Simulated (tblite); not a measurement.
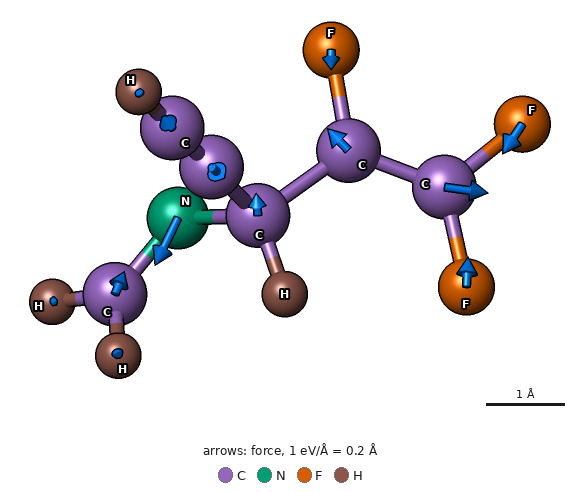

Starting geometry of C$_{6}$H$_{4}$F$_{3}$N (charge +1, multiplicity 2) with the computed forces as blue arrows. The picture is a ball-and-stick view, seen from a free direction.

Computed with GFN2-xTB geometry optimisation, gas phase in tblite. 

### Is this structure relaxed? If not, where do the atoms go?

It isn't relaxed: the largest force vector, on the N atom, is 3.62 eV/Å. The final displacements have little in common with the starting forces (cosine between the two patterns 0.28). After 183 geometry steps the energy has fallen by 0.754 eV. The largest move after the best rigid fit is that of an H atom, 2.59 Å. By element the largest moves are H 2.59 Å, F 1.16 Å, N 1.12 Å, C 0.51 Å. Some distances before and after: C–F 1.360 → 1.296 Å, C–N 1.274 → 1.229 Å, C–N 1.454 → 1.413 Å, C–C 1.485 → 1.460 Å. Bond angles that change, for instance: C–N–C 115.7° → 137.7°, F–C–F 119.0° → 113.1°, C–C–F 120.2° → 124.9°. Groups turn about C–N by about 150°. The run took 1.1 s on 1 thread of Arm Neoverse V2 (shared host).
